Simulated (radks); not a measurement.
# Atomic calculation, with input and output: Mg

System: Mg, configuration [Ne] 3s2.
Method: non-relativistic Kohn-Sham, PBE, spin-polarised, spherical densities, point nucleus (radks).

**The input**
```
Z 12
configuration [Ne] 3s2
relativity non-relativistic
functional pbe,pbe
spin polarised
nucleus point
mesh_step 0.05
max_iterations 70
```

Energies in input and log are in hartree, lengths in bohr.

The run was one of a batch that the task file lists, launched with:
```bash
python <driver script> task.json out
```

**Output**
```
1s      1   1.0000         -46.20085524
2s      1   1.0000          -2.92348077
2p      1   3.0000          -1.71456314
3s      1   1.0000          -0.17268079
1s      2   1.0000         -46.20085524
2s      2   1.0000          -2.92348077
2p      2   3.0000          -1.71456314
3s      2   1.0000          -0.17268079
Etot -199.9551144399667
Ekin 199.59392377356295
Encl -479.03798831394323
Eh 95.79422856640284
Exc -16.305278465989268
err 4.3993312894730357e-10
it 15
```

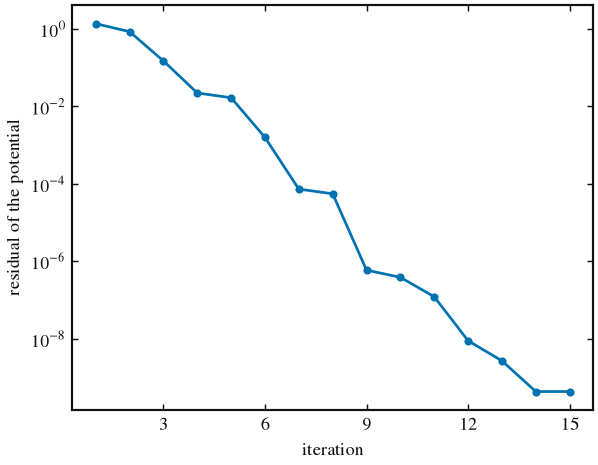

Convergence: residual of the potential against the iteration. The residual falls almost steadily, with no more than small rises or pauses. It goes from 1.4 to 4.4×10⁻¹⁰ in 15 steps.

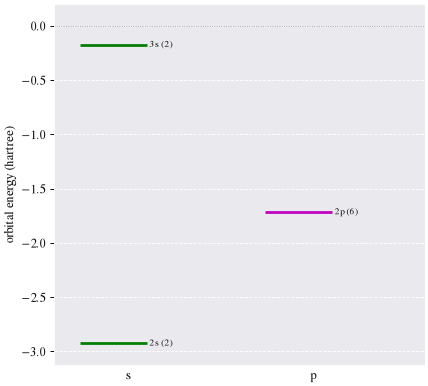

The outer levels are drawn by angular momentum (occupations in brackets). They are the filled levels of this odd run. The highest occupied level is 3s at −0.173 hartree. From the top down the occupied levels run 3s (−0.173 hartree), 2p (−1.71 hartree), 2s (−2.92 hartree).

**Outcome**

```
                       quantity                                                                 value
                        outcome                                                             converged
                   total energy                                                   −199.955114 hartree
                 kinetic energy                                                    199.593924 hartree
        electron–nucleus energy                                                   −479.037988 hartree
                 Hartree energy                                                     95.794229 hartree
    exchange–correlation energy                                                    −16.305278 hartree
radius at density 0.001 e/bohr³                                                             4.52 bohr
                 SCF iterations                                                                    15
                       hardware  1 thread of Arm Neoverse N1, 69 GiB of memory available, shared host
```

**What is odd here**

A numerical setting was moved from its usual value: mesh step h = 0.05. The program ran to the end, and its total energy equals that of the same run with the usual input (−199.95512 hartree) within 10⁻⁵ hartree, so the oddity leaves no trace in it.
